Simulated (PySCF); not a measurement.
C7H10Ge, SMILES [GeH3][CH2]c1ccccc1, GFN2-xTB optimised geometry. Atoms within 1.6 Å of the plane z = 0.8 Å (x, y, z in Å): Ge1 (-1.73, -2.55, 1.89), C2 (-1.47, -1.93, 0.02), C3 (-0.71, -0.65, 0.00), C4 (-1.38, 0.57, 0.02), C5 (-0.68, 1.76, 0.02), C6 (0.71, 1.75, 0.01), C7 (1.38, 0.54, 0.00), C8 (0.68, -0.65, 0.00), H9 (-2.47, -3.85, 1.94), H12 (-2.45, -1.81, -0.44), H13 (-0.93, -2.70, -0.53), H14 (-2.46, 0.59, 0.02), H15 (-1.21, 2.70, 0.02), H16 (1.26, 2.68, 0.00), H17 (2.46, 0.52, 0.00), H18 (1.20, -1.59, -0.01).

Method: PBE0/def2-SVP run with PySCF.

Map of the electrostatic potential (hartree/e), clipped to [-0.08, 0.12] on the plane z = 0.8 Å:

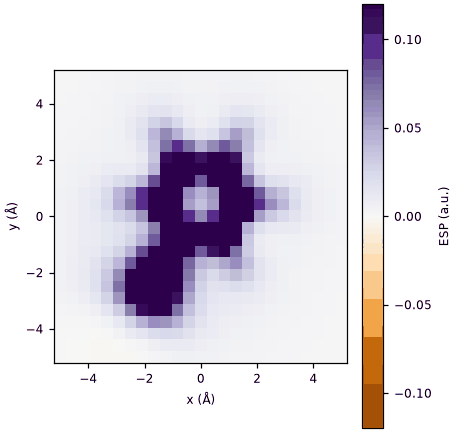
*Electrostatic potential (hartree/e), clipped to [-0.08, 0.12] on the plane z = 0.8 Å.*
